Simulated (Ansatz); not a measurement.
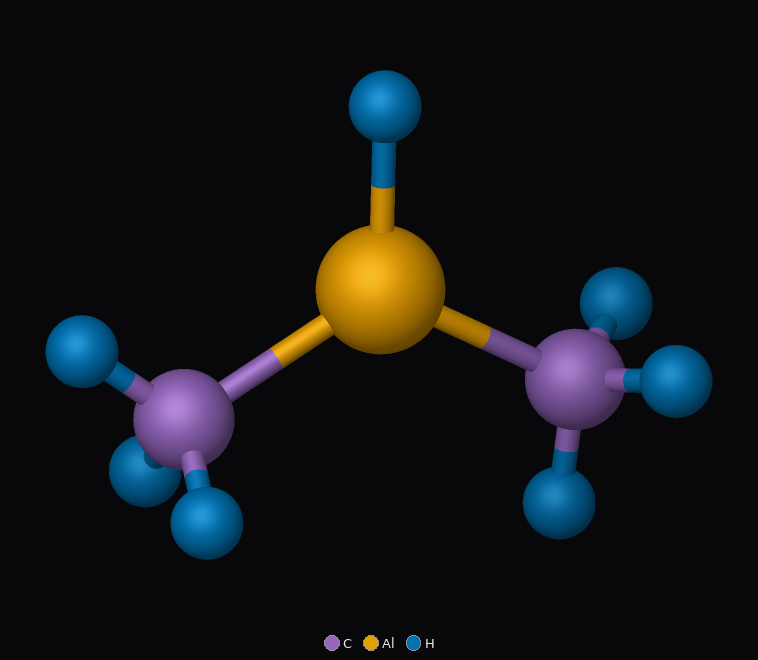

The geometry was computed by an optimisation with PBE0-D4/def2-TZVP. No frequency run is at hand to confirm it as a minimum.

Give the structural formula.

SMILES: [CH3][AlH][CH3]

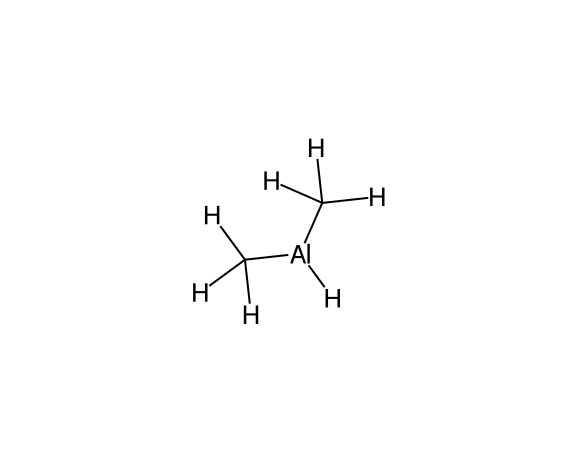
